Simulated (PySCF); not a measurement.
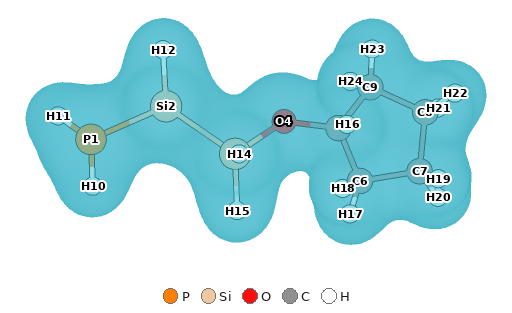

*C$_{5}$H$_{15}$OPSi$_{2}$ (SMILES P[SiH2][SiH2]OC1CCCC1). Isosurface of the total electron density at 0.1 e/Å³ (cyan), seen at a tilt.*

Geometry: GFN2-xTB.

All numbers below come from PySCF 2.14.0, PBE0/pcSseg-1, SCF density, gas phase, non-relativistic.

The calculation's input:

```
{"job": {"kind": "nmr", "xc": "PBE0", "basis": "pcSseg-1"}, "charge": 0, "multiplicity": 1}
P      5.262986     0.174146     0.508977
Si     3.364591    -0.568699    -0.425177
Si     1.625135     0.364094     0.753600
O      0.395267    -0.371658     0.006248
C     -0.972526    -0.304205     0.285521
C     -1.583759     1.075651     0.049334
C     -3.079785     0.789286    -0.048537
C     -3.186835    -0.606129    -0.693615
C     -1.772497    -1.203898    -0.660758
H      5.143882     1.463182     0.031322
H      6.071049    -0.198811    -0.541992
H      3.509903    -2.031861    -0.350988
H      3.396895    -0.285403    -1.872899
H      1.589082     0.089171     2.200768
H      1.506715     1.832651     0.673258
H     -1.133267    -0.602877     1.329621
H     -1.334778     1.778529     0.842208
H     -1.196949     1.461832    -0.894548
H     -3.514503     0.775063     0.951482
H     -3.600707     1.548865    -0.629064
H     -3.549262    -0.536562    -1.718154
H     -3.887001    -1.230190    -0.139458
H     -1.762708    -2.243395    -0.339335
H     -1.302662    -1.149019    -1.643330
```

Run with:

```sh
OMP_NUM_THREADS=1 python probes_run.py task.json out
```

### Which contacts does the surface bridge?

At this value the surface is in one piece. It bridges the sampled C–O (1.40 Å), C–C (1.53 Å), Si–O (1.62 Å) and Si–P (2.24 Å) contacts, where the density stays above the isovalue. On the grid the lowest density along these lines, outside the cores, is 1.8 e/Å³ (C–O, 1.40 Å), 1.6 e/Å³ (C–C, 1.53 Å), 1 e/Å³ (Si–O, 1.62 Å) and 0.64 e/Å³ (Si–P, 2.24 Å).
